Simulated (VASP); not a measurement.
Band structure of SrTiO₃ (cubic perovskite). Computed with rev-vdW-DF2, VASP's PBE PAW potentials (set 64) (plane waves; VASP).

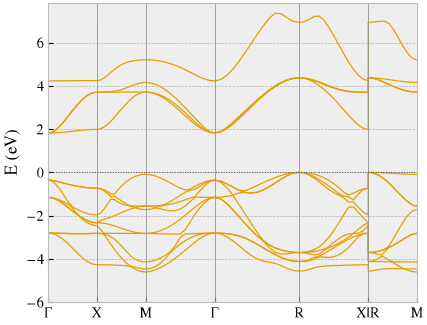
Bands along high-symmetry lines, zero at the valence-band maximum or, without a gap, the Fermi level

Q: Read the plot: is there a gap, and where are the band edges?

A: The gap is indirect, 1.82 eV, from the valence maximum at R to the conduction minimum at Γ. (Edges off the drawn lines would not show.)

Measured: gap 3.59 eV (computed value off by -1.77 eV), as given by Anna Miglio et al., npj Computational Materials (2020), arXiv:2011.12765 [zero-point renormalisation of 336 meV (experimental, the table's column) added back].

The compound is SrTiO3 in the cubic perovskite structure, the ideal cubic form; the compound distorts at low or room temperature. It was relaxed first.
